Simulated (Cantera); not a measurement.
Feed: 1 mol Fe(CO)5, 0.19 mol H2, held at 0.100 bar.

These are equilibrium values from Cantera (NASA tables, ideal gas, pure condensed phases), not measurements of a reactor. Candidate condensed phases: C, C6H6, C7H8, C8H18, Fe, Fe(CO)5, FeO, Fe(OH)2, Fe(OH)3, Fe2O3, Fe3O4, H2O; 114 gas species. Condensed phases not in the tables: cementite and carbon dissolved in iron. The numbers say what is thermodynamically allowed, not how fast it happens.

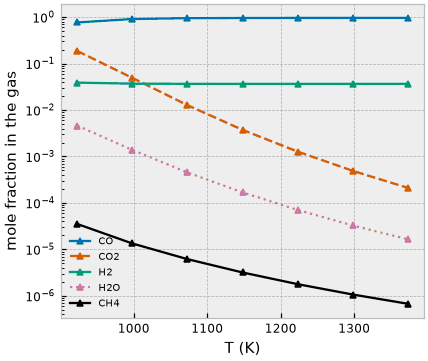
Equilibrium gas composition (values under 1e-9 drawn at 1e-9)

From 923 K to 1148 K the condensed part is C(graphite) + Fe(α). From 1223 K to 1373 K the condensed part is C(graphite) + Fe(γ).
